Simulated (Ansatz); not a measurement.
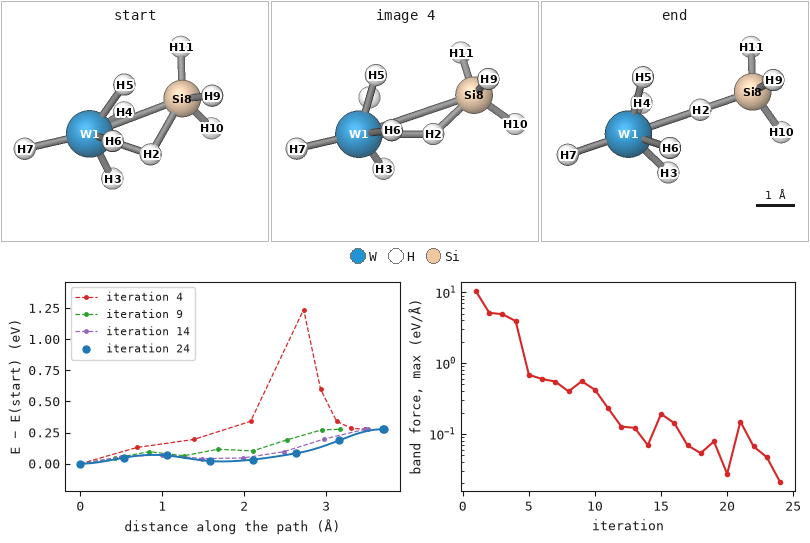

A search for the minimum-energy path of WSiH$_{9}$ (multiplicity 2) by the nudged elastic band. Images are numbered from 0 (start) to 8 (end). The plot follows the band through its iterations. Style: ball-and-stick. Shown from a free direction.

Method: UKS r2SCAN/def2-SVP (Ansatz). Settings: 7 movable images; climbing image; force threshold 0.03 eV/Å; iteration limit 60; starting path through a guess of the saddle point.

Q: How did the profile develop, and is the result final?

A: The run is converged, with reservations. The band converged in 24 iterations. The largest component of the band force went from 10 to 0.021 eV/Å. The first iteration put the highest image at 4.700 eV. Relative to the start the highest point is image 8 at +0.277 eV and the end lies at +0.277 eV, but the profile dips to +0.021 eV at image 3 on the way, so there is an intermediate minimum on the way.

Cost: 11 min on 4 threads of Arm Neoverse V2 (shared host), peak memory 0.33 GiB.
